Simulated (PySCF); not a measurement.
Input file:

```
{"job": {"kind": "nmr", "xc": "PBE0", "basis": "pcSseg-1"}, "charge": 0, "multiplicity": 1}
C      4.644866    -0.521822    -0.894366
C      3.451928    -0.252468    -0.123265
C      2.458200    -0.027269     0.522712
Si     0.928835     0.316042     1.498539
Si    -0.687398     1.175844     0.089489
Cl    -1.367449     2.987146     0.704179
N     -2.064033     0.098144     0.039883
Si    -2.617574    -0.594330    -1.459895
Si    -3.046368    -0.134167     1.462642
H      4.961169     0.379393    -1.419404
H      5.448772    -0.847192    -0.234339
H      4.447861    -1.306401    -1.624787
H      1.317363     1.253904     2.566567
H      0.548100    -0.952141     2.144300
H     -0.307242     1.405529    -1.306415
H     -1.440470    -0.751558    -2.312393
H     -3.606900     0.285258    -2.088539
H     -3.208630    -1.893565    -1.150835
H     -4.309166     0.592483     1.323785
H     -3.282189    -1.569711     1.602851
H     -2.278598     0.373825     2.599860
```

Run with:

```sh
OMP_NUM_THREADS=1 python probes_run.py task.json out
```

Geometry: GFN2-xTB.

Level of theory: PBE0/pcSseg-1, SCF density, gas phase, non-relativistic in PySCF 2.14.0.

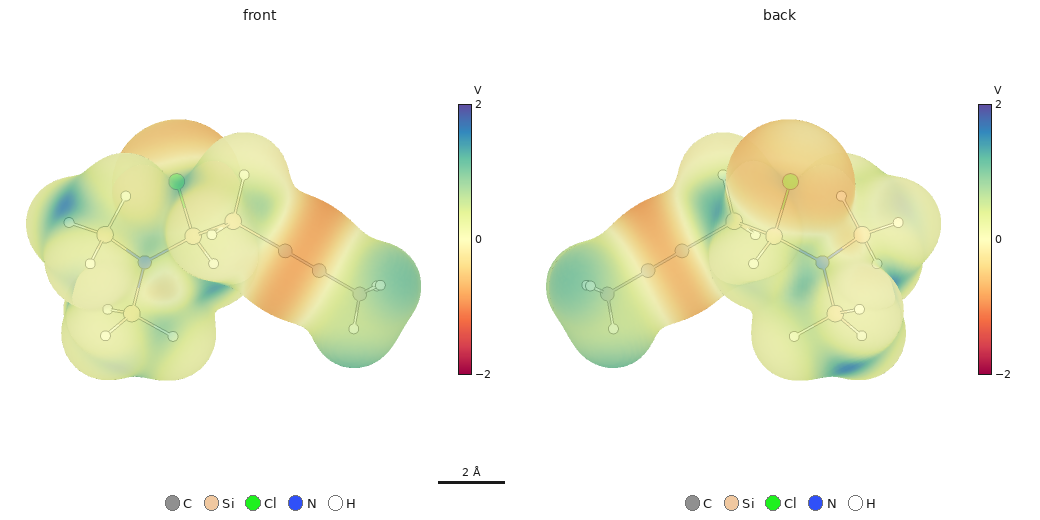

C3H12ClNSi4. The electrostatic potential painted on the density surface at 0.002 e/bohr³, seen from the front and from behind; the colour scale runs from red (negative) to blue (positive).

Q: Where is the surface potential most negative and most positive?

A: The most negative region (about −0.8 V) lies over C2 and C3, the most positive (about +1.5 V) over Si8 and Si9.

Q: What dipole moment does the calculation give?

A: Its dipole moment is 2.48 D.
